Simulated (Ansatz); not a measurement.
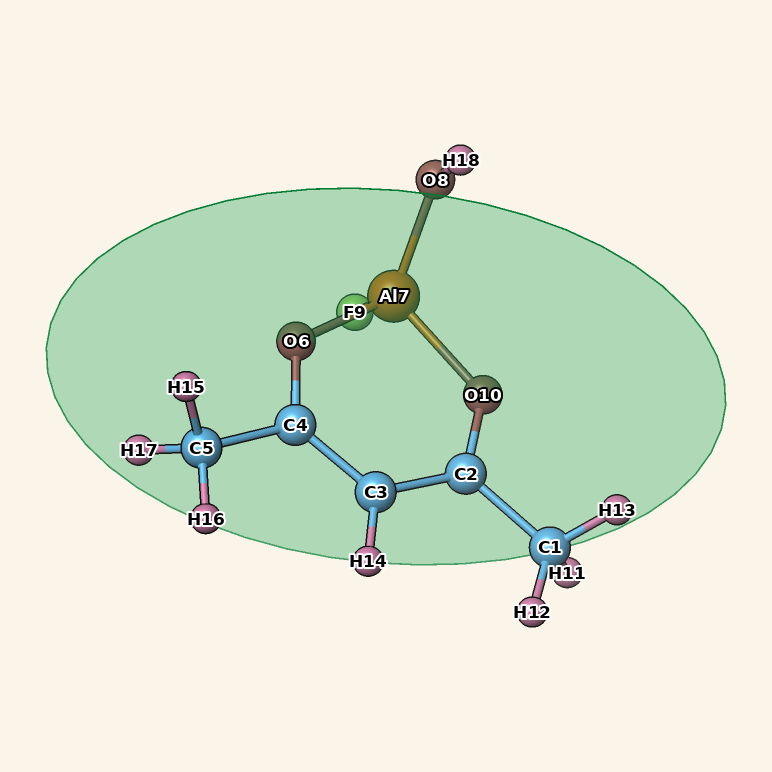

A disc through the centre of mass is drawn in. Depth is shown by fading: the farther an atom, the more it takes the colour of the background. Computed geometry: PBE0-D4/def2-TZVP optimisation. No frequency run is at hand to confirm it as a minimum.

**Is the plane of the disc a mirror plane of the structure?**

No. The point group is Cs, with 1 mirror plane, and this plane isn't one of its mirror planes.
